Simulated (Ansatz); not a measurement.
HfO2 under a change: Yb on a Hf site, symmetric start

The parent structure is a 9-atom supercell of HfO$_{2}$ in the fluorite structure (space group Fm-3m, No. 225; a = 5.0445 Å) at its relaxed geometry.

Perturbation: one Hf atom is replaced by Yb, atoms relaxed at fixed cell.

Level of theory: Ansatz (an electronic-structure program) PBEsol, without spin-orbit coupling, earlier PAW set. Γ-centred 8×8×8 mesh, Fermi–Dirac width 0.01 eV.

| quantity | base | changed | shift |
|---|---|---|---|
| pressure | 0.0 GPa | 9.0 GPa | +9.0 GPa |
| mean distance from the defect site to its nearest host atoms | 2.18 Å | 2.26 Å | +0.071 Å |

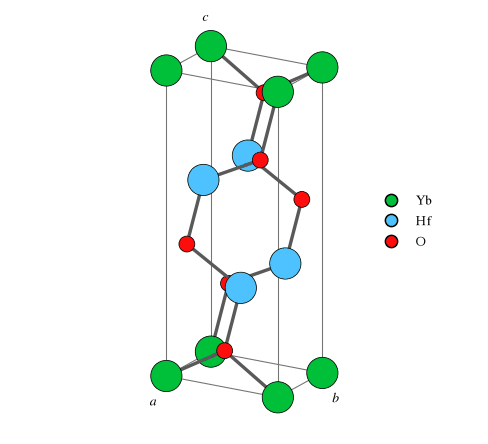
*The relaxed cell after the change*

Other magnetic orders, which the real material may have, were not ruled out. The state of the 4f shell was not checked for lower solutions. The cell is small, so the values are those of an ordered compound at a high defect concentration; dilute-limit values will differ. The mesh was chosen for an insulator and is coarse for the gapless case. The defect started on the symmetric site and kept its symmetry, so it may sit on a saddle. No Hubbard U is applied, and correlation can decide whether such a compound is a metal. The defect cell is spin-polarised and ends with 1.3 μB, a fractional moment that hangs on the mesh and smearing. This is not the structure that HfO2 has at room temperature and ambient pressure.
